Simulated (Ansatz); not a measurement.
**C₂H₉AsSi (SMILES C[SiH2]C[AsH2]): density, localisation and related maps**

Input file:

```
crystal:
  periodic: [false, false, false]
  atoms:
    - { symbol: C, position_ang: [-1.2565, 0.3523, 1.4307] }
    - { symbol: Si, position_ang: [-0.559, -0.878, 0.2751] }
    - { symbol: C, position_ang: [-1.71918, -2.3084, 0.12124] }
    - { symbol: As, position_ang: [-1.93758, -3.32328, 1.78561] }
    - { symbol: H, position_ang: [-0.6155, 0.5721, 2.2526] }
    - { symbol: H, position_ang: [-1.4677, 1.3604, 0.8639] }
    - { symbol: H, position_ang: [-2.2496, 0.0244, 1.8052] }
    - { symbol: H, position_ang: [0.70759, -1.39868, 0.74126] }
    - { symbol: H, position_ang: [-0.43013, -0.19662, -1.02819] }
    - { symbol: H, position_ang: [-2.76281, -1.91241, -0.19112] }
    - { symbol: H, position_ang: [-1.38036, -2.97842, -0.68475] }
    - { symbol: H, position_ang: [-2.64241, -4.4829, 1.13382] }
    - { symbol: H, position_ang: [-0.44404, -3.92528, 1.67469] }
basis:
  gaussian: { orbitals: def2-SVP }
hamiltonian:
  xc: pbe0
  dispersion: d4
relax:
  f_tol: 0.015
  max_steps: 40
output:
  orbitals: {}
```

Command:

```sh
ansatz run input.yaml --threads 2 --pin off --max-ram 3072MiB --backend cpu --events-out ev --progress --plain --runs-dir out
```

The fields are those of the relaxed geometry.

These are results of RKS PBE0-D4/def2-SVP in Ansatz, not measurements.

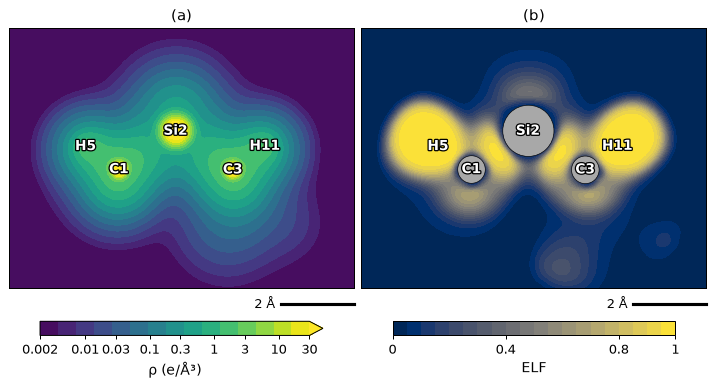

Figure 1. (a) electron density; (b) electron localisation function on the plane of atoms C1, Si2 and C3. Grey discs cover the atomic cores in the ELF map.

**Interpret the plot.**

The section cuts through C, Si and H sites.
C–Si (1.88 Å): the density is about 0.95 e/Å³ at the midpoint; the ELF peaks at about 0.95 between the atoms: localised, covalent bonding.
C–H (1.10 Å): ρ at the midpoint is about 1.9 e/Å³; the ELF climbs to about 1 towards the hydrogen, as it does in any bond to H: an ordinary covalent bond to hydrogen.

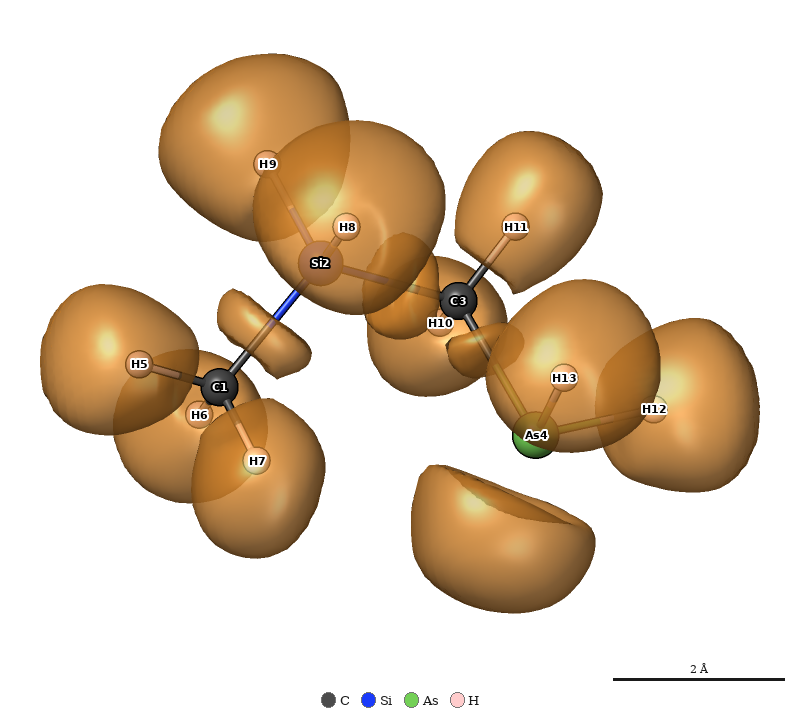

Figure 2. Isosurface of the electron localisation function at 0.8 (orange), seen at a tilt. Core shells and regions of very low density are left out.

**Identify the bonds, lone pairs and shells in this picture.**

The surface consists of one region between bonded As–C atoms (shared pairs), two regions between bonded C–Si atoms (shared pairs), nine regions around hydrogen nuclei and one lobe on As, pointing away from the bonds (lone pairs). Profiles from the grid: C–As (1.98 Å): the ELF peaks at about 0.90 between the atoms (localised, covalent bonding).

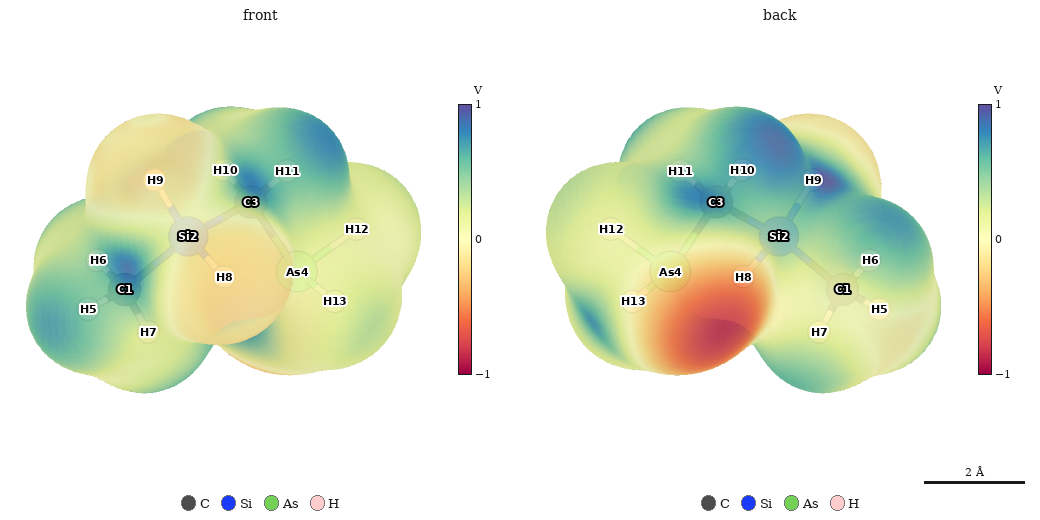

Figure 3. The electrostatic potential painted on the density surface at 0.002 e/bohr³, seen from the front and from behind; red is negative and blue positive.

**Describe the electrostatic potential map.**

The most negative region (about −0.8 V, or −18 kcal/mol for a unit charge) lies over As4, the most positive (about +0.9 V, or +21 kcal/mol for a unit charge) over Si2 and H10.
